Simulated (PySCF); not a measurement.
**CH8Si2, SMILES `[SiH3]C[SiH3]`: what the electrons do**

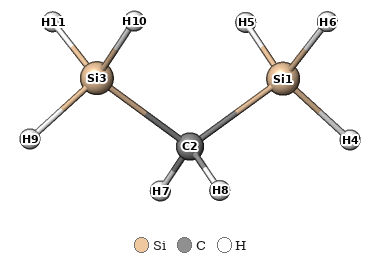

The molecule, with its atoms numbered as below. No frequency check shows the geometry to be a minimum.

Geometry (Å), atoms numbered from 1:

```
Si1     -1.6062    0.1870    0.0003
C2       0.0000   -0.8250    0.0000
Si3      1.6062    0.1870   -0.0003
H4      -2.7591   -0.7204   -0.0023
H5      -1.6643    1.0294    1.1968
H6      -1.6647    1.0295   -1.1962
H7       0.0001   -1.4822    0.8705
H8      -0.0001   -1.4822   -0.8707
H9       2.7591   -0.7204    0.0022
H10      1.6643    1.0295   -1.1968
H11      1.6647    1.0294    1.1963
```

### 1. Bonding charge

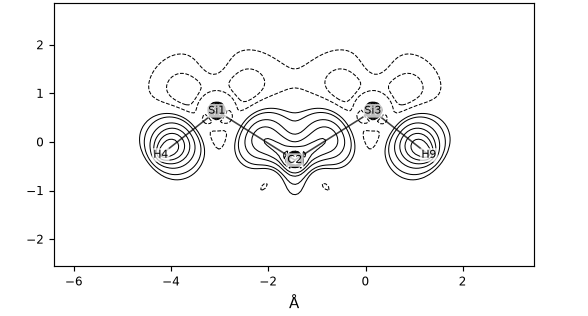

Deformation density (molecule less spherical, spin-averaged free atoms) in the plane of Si1, C2, Si3, H4 and H9; contours at ±0.05 to ±0.8 e/Å³; solid lines: gain, dashed lines: loss.

Computed with PySCF, HF/def2-SVP, geometry: GFN2-xTB.

**How much density has each bond in this plane gained at its critical point, relative to the free atoms?**

Si1–H4 and Si3–H9: +0.19 e/Å³ at the bond critical point (bond length 1.47 Å, Mayer order 1.0). Si1–C2 and C2–Si3: +0.16 e/Å³ at the bond critical point (bond length 1.90 Å, Mayer order 0.9). In all, 2.4 electrons gather in the regions of gain relative to the promolecule.

### 2. Local ionisation energy

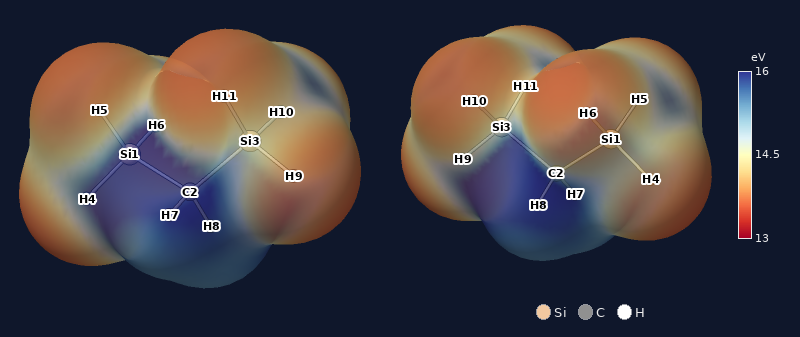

Average local ionisation energy on the surface of electron density 0.001 a.u. (back view left, front view right).

**Locate the minima of the map.**

The lowest value is 13.6 eV, 1.5 Å from H9, and at like points elsewhere. For comparison, the highest occupied orbital lies at −11.7 eV.

### 3. In an electric field

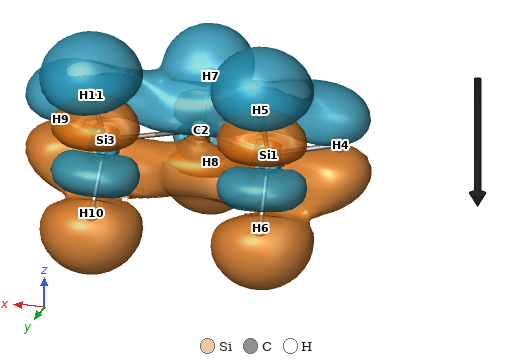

Change of the electron density in a uniform field of 0.21 V/Å along −z (arrow), surfaces at ±0.001 e/Å³ (light blue: gain, orange: loss).

Computed with PySCF, B3LYP/aug-cc-pVDZ, geometry: GFN2-xTB.

**How large is the response?**

The induced dipole is 0.63 D (along the field); α along this axis, from the fields in both directions, is 62 bohr³ (9.2 Å³).

**Which atoms gain and lose the most charge?**

Electrons gather most on H5 and H11 alike (Hirshfeld charge changes by −0.008 e) and leave H6 and H10 alike most (+0.008 e); 0.061 electrons are displaced in all.

### 4. Removing or adding an electron

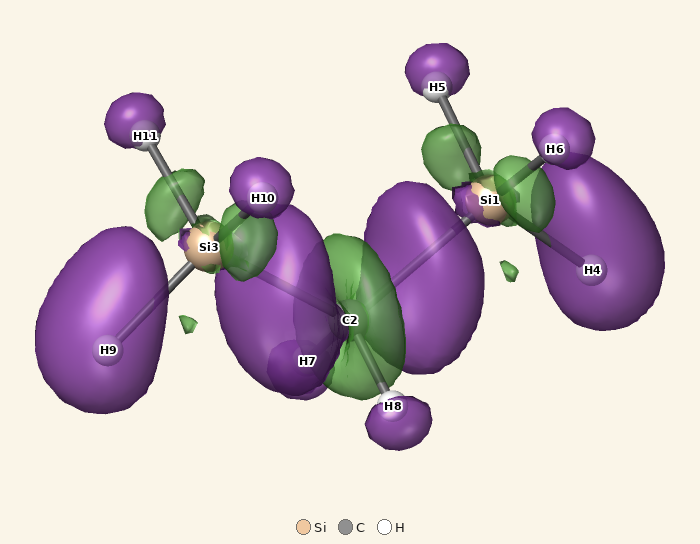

Fukui function f⁻ = ρ(N) − ρ(N−1) at fixed geometry, surfaces at ±0.03 e/Å³ (purple positive, green negative).

Method: B3LYP/def2-SVPD; geometry: GFN2-xTB; program: PySCF.

**On which atoms does the density change most on removal of an electron?**

f⁻ (Hirshfeld-condensed) is largest on Si1 and Si3 (0.15 each), C2 (0.14) and H4 and H9 (0.13 each); the vertical ionisation energy is 10.67 eV (the stability of the cation's solution wasn't checked). Condensed values hint at sites of electrophilic attack but needn't mark the atom that reacts. Shares this close don't rank the sites. Orbital relaxation makes it negative in places (0.20 e in all).

```
atom     f⁻  charge
 Si1  +0.15   +0.33
  C2  +0.14   −0.23
 Si3  +0.15   +0.33
  H4  +0.13   −0.09
  H5  +0.05   −0.09
  H6  +0.05   −0.09
  H7  +0.05   +0.04
  H8  +0.05   +0.04
  H9  +0.13   −0.09
 H10  +0.05   −0.09
 H11  +0.05   −0.09
```

### 5. Localised orbitals

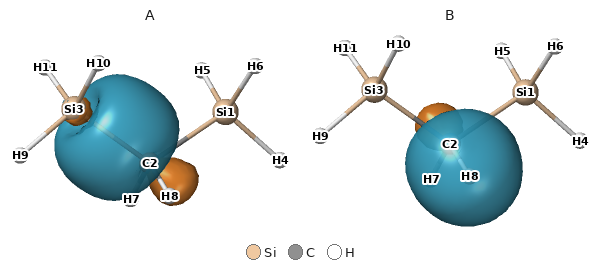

Pipek–Mezey orbitals, occupied; each surface holds about 85 % of the orbital's density. Energies are diagonal elements of the Fock matrix.

PySCF calculation, M06-2X/def2-SVP, gas phase; geometry: GFN2-xTB.

**What does each orbital represent in a Lewis picture?**

By panel:
- A: σ bond C2–Si3 (C2 61 %, Si3 38 %; −13.4 eV)
- B: σ bond C2–H8 (C2 55 %, H8 44 %; −15.1 eV)

**How do all the valence pairs divide up?**

10 pairs: 10 σ bonds.

### 6. Stretching a bond

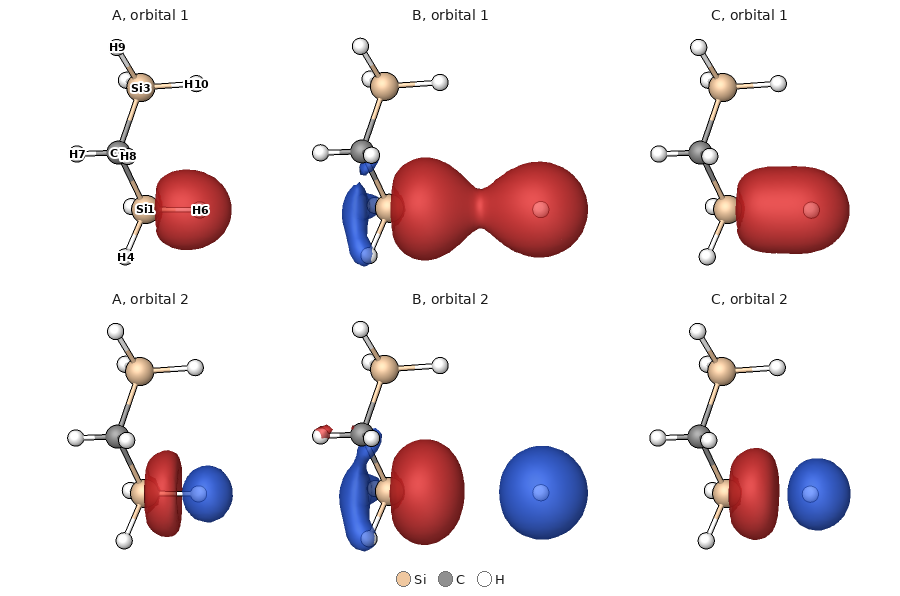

Rigid stretch of the Si1–H6 bond. The two CASSCF(2,2) natural orbitals nearest half filling (orbital 1 the more occupied).

Level of theory: cc-pVDZ basis (PySCF), at a geometry from GFN2-xTB.

**The columns are at 1.42, 2.20 and 3.98 Å, in some order. Assign them, and give the occupations.**

A: 1.42 Å, occupations 1.98 and 0.02. B: 3.98 Å, occupations 1.20 and 0.80. C: 2.20 Å, occupations 1.90 and 0.10.

**Where does the UHF solution part from RHF?**

Between 1.92 Å (⟨S²⟩ = 0, the two coincide) and 2.20 Å (⟨S²⟩ = 0.06); at 3.98 Å ⟨S²⟩ is 0.99 and UHF lies 3.3 eV below RHF.

**How much energy does the stretch cost?**

By CASSCF, 3.6 eV from the lowest point of the scan (1.56 Å) to 3.98 Å; RHF gives 6.5 eV from its own lowest point. The fragments aren't relaxed and dynamic correlation is missing, so this isn't a bond dissociation energy.

The PySCF runs shown took 1.8 s, 44 s, 57 s, 16 s and 4.1 min on 1 thread of AMD EPYC 7R43 64-Core Processor (Zen 3), with other jobs on the host.
